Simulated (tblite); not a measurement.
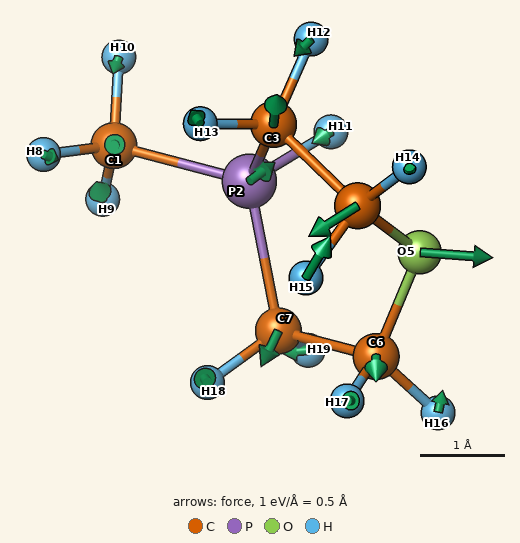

Starting geometry of C₅H₁₂OP (charge +1) with the computed forces as green arrows. Style: ball-and-stick. Shown from a free direction.

The calculation used GFN2-xTB geometry optimisation, gas phase in tblite 0.8.0. 

**Is this structure relaxed? If not, where do the atoms go?**

It isn't relaxed: the largest force vector, on the O atom, is 1.78 eV/Å. The final displacements have little in common with the starting forces (cosine between the two patterns 0.24). The atom that moves furthest after the best rigid fit is an H atom (0.65 Å). Largest moves by element: H 0.65 Å, C 0.23 Å, P 0.08 Å, O 0.03 Å. Near-neighbour distances that change, for instance: C–H 1.131 → 1.095 Å, O–P 2.528 → 2.492 Å, H–P 1.410 → 1.375 Å, C–O 1.389 → 1.416 Å. Bond angles that change, for instance: O–C–H 113.9° → 105.1°, O–C–H 113.5° → 106.0°, C–C–H 105.9° → 113.2°. Groups turn about C–C by about 25°, C–C by about 25°, C–P by about 20°. The energy falls by 0.628 eV in 62 geometry steps.
